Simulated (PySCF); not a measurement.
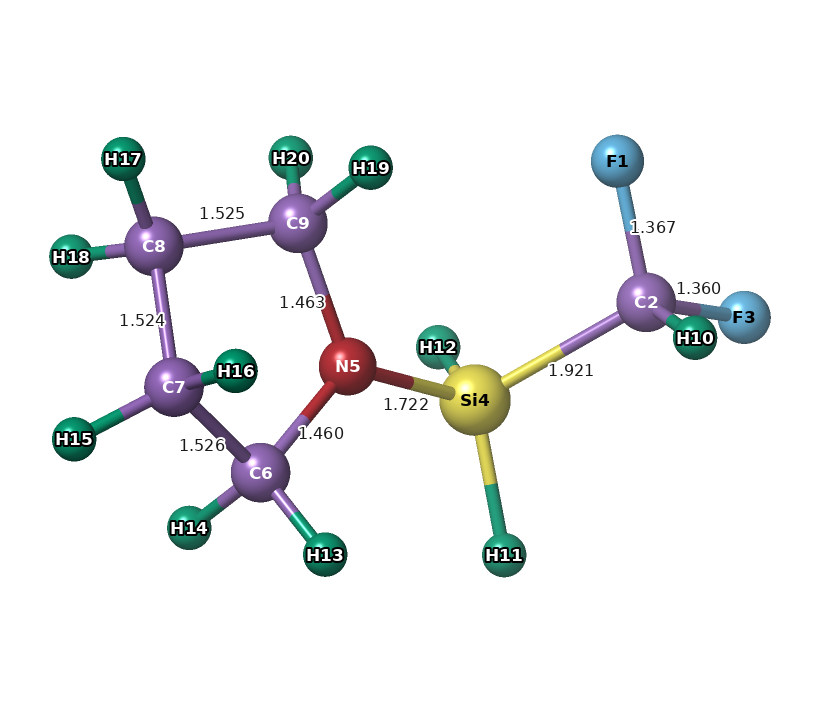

The numbers beside the sticks are distances in Å. Sticks don't show bond order. The computed structure is the end point of a PBE0-D3(BJ)/def2-SVP optimisation. No frequency run is at hand to confirm it as a minimum.

### Assign a bond order to each marked bond.

F1–C2 single; C2–F3 single; C2–Si4 single; Si4–N5 single; N5–C6 single; N5–C9 single; C6–C7 single; C7–C8 single; C8–C9 single.

### Write the SMILES.

FC(F)[SiH2]N1CCCC1
